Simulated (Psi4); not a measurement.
**InCl2O (SMILES [O][In]([Cl])[Cl]): U-revPBE/def2-SVPD (core potential)**

Aim: the vertical electron affinity of InCl2O at U-revPBE/def2-SVPD (core potential), from 2 runs. 

The results are computed with Psi4 1.11.

13 further runs of the same task are left out: 10 that didn't finish, 3 set aside as unsound or not needed.

### Step 1. The molecule

InCl2O: 4 atoms, total charge 0, spin state doublet. As SMILES, `[O][In]([Cl])[Cl]`. Geometry: relaxed at PBE0-D4/def2-TZVP.

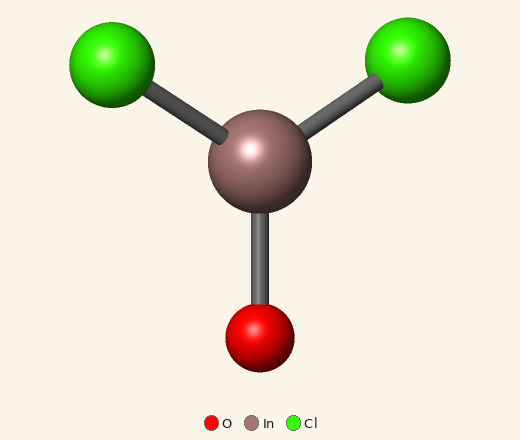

Viewed from a chosen angle; oxygen red, indium brown, chlorine green.

### Step 2. Energy and forces at U-revPBE/def2-SVPD (core potential)

File input.inp:

```
memory 2200 MB

molecule {
  0 2
  O      1.14574095     1.91618229     3.15130729
  In     0.05990432     0.03023562     0.08579357
  Cl     1.40142089    -4.05346254    -0.46903002
  Cl    -2.50218636     1.99309414    -2.80662124
  units bohr
  symmetry c1
}

set globals {
  reference uks
  puream true
  e_convergence 1e-09
  d_convergence 1e-08
  scf_type pk
  dft_radial_points 99
  dft_spherical_points 590
  maxiter 100
}

result, w = gradient('revpbe/def2-SVPD', return_wfn=True)
oeprop(w, 'MULLIKEN_CHARGES', 'DIPOLE', 'QUADRUPOLE', title='REVPBE')
```

The run is started by

```console
psi4 -i input.inp -o input.out -n 1
```

input.out:

```text
[...]
    !!!  WARNING: ECP capability is in beta. Please check occupations closely.  !!!
[...]
  Running in c1 symmetry.
[...]
  Nuclear repulsion =  286.555074981075961
[...]
  Multiplicity = 2
[...]
  Nalpha       = 32
  Nbeta        = 31
[...]
    Number of basis functions: 109
[...]
   @UKS iter   1: -1184.42581125178981   -1.40188e-01   1.08077e-02 ADIIS/DIIS
[...]
   @UKS iter  20: -1185.30296614218059   -3.86535e-12   5.51885e-09 DIIS
[...]
   @S^2 Observed:                7.553410141E-01
[...]
    Orbital Energies [Eh]
    ---------------------
    Alpha Occupied:
       1A   -100.683973     2A   -100.683956     3A    -18.856455
       4A     -9.204080     5A     -9.204065     6A     -7.027344
       7A     -7.027329     8A     -7.019817     9A     -7.019808
      10A     -7.019136    11A     -7.019126    12A     -4.556881
      13A     -3.002281    14A     -2.997137    15A     -2.994707
      16A     -0.893012    17A     -0.796725    18A     -0.795083
      19A     -0.763441    20A     -0.761092    21A     -0.747362
      22A     -0.728284    23A     -0.722292    24A     -0.427758
      25A     -0.377700    26A     -0.346182    27A     -0.344239
      28A     -0.321614    29A     -0.305403    30A     -0.303171
      31A     -0.301484    32A     -0.300092
[...]
  @UKS Final Energy: -1185.30296614218059
   => Energetics <=
    Nuclear Repulsion Energy =            286.5550749810759612
    One-Electron Energy =               -2279.1863177367372373
    Two-Electron Energy =                 888.9365045165119454
    DFT Exchange-Correlation Energy =     -81.6082279030310644
    Empirical Dispersion Energy =           0.0000000000000000
    VV10 Nonlocal Energy =                  0.0000000000000000
    Total Energy =                      -1185.3029661421805940
[...]
  -Total Gradient:
     Atom            X                  Y                   Z
    ------   -----------------  -----------------  -----------------
       1       -0.006385399526    -0.011092216641    -0.018030169856
       2        0.000149059310     0.000282940528     0.000438577265
       3       -0.006717570645     0.020624366908     0.002895422837
       4        0.012946718030    -0.009827499404     0.014676002113
[...]
 Multipole Moments:
 ------------------------------------------------------------------------------------
     Multipole            Electronic (a.u.)      Nuclear  (a.u.)        Total (a.u.)
 ------------------------------------------------------------------------------------
 L = 1.  Multiply by 2.5417464519 to convert [e a0] to [Debye]
 Dipole X            :          4.0903568           -4.1223022           -0.0319455
 Dipole Y            :          7.1100087           -7.1651270           -0.0551183
 Dipole Z            :         11.5563271          -11.6460658           -0.0897387
 Magnitude           :                                                    0.1100526
 L = 2.  Multiply by 1.3450342976 to convert [e a0^2] to [Debye ang]
 Quadrupole XX       :       -189.4034848          149.5798439          -39.8236409
 Quadrupole XY       :        166.8580385         -165.7884625            1.0695760
[...]
  Mulliken Charges: (a.u.)
   Center  Symbol    Alpha    Beta     Spin     Total
       1     O     4.76778  3.73279  1.03499 -0.50057
       2    IN     9.70032  9.75459 -0.05427  1.54510
       3    CL     8.76596  8.75631  0.00964 -0.52227
       4    CL     8.76595  8.75631  0.00964 -0.52226
   Total alpha = 32.00000, Total beta = 31.00000, Total charge = -0.00000
    Psi4 run time: 0:00:45.70
```

Run time: 47 s. Hardware: 1 thread of Intel Xeon Platinum 8259CL at 2.50GHz (Skylake/Cascade Lake), shared host; peak memory 0.76 GiB.

### Step 3. The singlet anion

File cl2ino.py:

```python
import psi4

psi4.set_memory(2200000000)
psi4.set_num_threads(1)
psi4.core.set_output_file('psi4.out', False)

geom = psi4.geometry("""
-1 1
O
In 1 1.989397
Cl 2 2.293486 1 119.18722
Cl 2 2.293431 1 119.19248 3 -179.99447
units angstrom
symmetry c1
no_reorient
no_com
""")

psi4.set_options({
    'puream': True,
    'e_convergence': 1e-09,
    'd_convergence': 1e-08,
    'scf_type': 'pk',
    'dft_radial_points': 99,
    'dft_spherical_points': 590,
})

e_tot, wfn = psi4.gradient('revpbe/def2-SVPD', return_wfn=True)
psi4.oeprop(wfn, 'WIBERG_LOWDIN_INDICES', 'QUADRUPOLE', 'MAYER_INDICES')
print('gradient / Eh bohr^-1')
print(e_tot.np.round(6))
print(f'energy = {wfn.energy():.10f} Eh')
```

The run is started by

```console
python cl2ino.py
```

psi4.out, cut to the lines that bear on the results:

```text
[...]
    !!!  WARNING: ECP capability is in beta. Please check occupations closely.  !!!
[...]
  Running in c1 symmetry.
[...]
  Nuclear repulsion =  286.555128827774297
[...]
  Multiplicity = 1
[...]
  Nalpha       = 32
  Nbeta        = 32
[...]
    Number of basis functions: 109
[...]
   @RKS iter   1: -1184.66606090673054   -4.06922e-01   1.09316e-02 DIIS/ADIIS
[...]
   @RKS iter  15: -1185.42509710981358   -4.32010e-12   8.95964e-09 DIIS
[...]
  @RKS Final Energy: -1185.42509710981358
   => Energetics <=
    Nuclear Repulsion Energy =            286.5551288277742970
    One-Electron Energy =               -2292.3956367617561227
    Two-Electron Energy =                 902.2635501432546334
    DFT Exchange-Correlation Energy =     -81.8481393190863855
    Empirical Dispersion Energy =           0.0000000000000000
    VV10 Nonlocal Energy =                  0.0000000000000000
    Total Energy =                      -1185.4250971098135778
[...]
  -Total Gradient:
     Atom            X                  Y                   Z
    ------   -----------------  -----------------  -----------------
       1       -0.000001156726    -0.000000961449    -0.014759746681
       2       -0.000001863564     0.000012423575     0.073602647436
       3       -0.000000259830     0.037095727313    -0.029405208098
       4        0.000003321568    -0.037107169724    -0.029415765419
[...]
 Multipole Moments:
 ------------------------------------------------------------------------------------
     Multipole            Electronic (a.u.)      Nuclear  (a.u.)        Total (a.u.)
 ------------------------------------------------------------------------------------
 L = 1.  Multiply by 2.5417464519 to convert [e a0] to [Debye]
 Dipole X            :          0.0022617           -0.0022022            0.0000594
 Dipole Y            :          0.0018791           -0.0017176            0.0001615
 Dipole Z            :        -12.5850765           14.2815692            1.6964927
 Magnitude           :                                                    1.6964927
 L = 2.  Multiply by 1.3450342976 to convert [e a0^2] to [Debye ang]
 Quadrupole XX       :        -41.5545786            0.0000017          -41.5545769
 Quadrupole XY       :          0.0240650           -0.0234878            0.0005771
[...]
```

Standard output:

```text
gradient / Eh bohr^-1
[[-1.0000e-06 -1.0000e-06 -1.4760e-02]
 [-2.0000e-06  1.2000e-05  7.3603e-02]
 [-0.0000e+00  3.7096e-02 -2.9405e-02]
 [ 3.0000e-06 -3.7107e-02 -2.9416e-02]]
energy = -1185.4250971098 Eh
```

Wall time 32 s (1 thread of Intel Xeon Platinum 8259CL at 2.50GHz (Skylake/Cascade Lake), shared host); peak memory 0.76 GiB.

### Step 4. Outcome

Level: U-revPBE/def2-SVPD (core potential).

| quantity | value |
| --- | --- |
| doublet InCl2O: total energy | -1185.30297 Eh |
| doublet InCl2O: dipole moment | 0.28 D |
| doublet InCl2O: HOMO energy (highest over α and β) | -7.60 eV |
| doublet InCl2O: LUMO energy (lowest over α and β) | -6.54 eV |
| doublet InCl2O: ⟨S²⟩ | 0.755 |
| doublet InCl2O: largest force on an atom | 1.137 eV/Å |
| singlet anion: total energy | -1185.42510 Eh |
| singlet anion: HOMO energy | -0.11 eV |
| singlet anion: LUMO energy | 1.57 eV |
| singlet anion: HOMO–LUMO gap (to an unbound level, set by the basis) | 1.68 eV |
| singlet anion: largest force on an atom | 3.785 eV/Å |
| vertical electron affinity (to the singlet anion) | 3.323 eV |

What this shows: At fixed nuclei the extra electron is bound by 3.32 eV (321 kJ/mol). The largest force (doublet InCl2O) is 1.14 eV/Å: the shape isn't a stationary point for this species at this level.
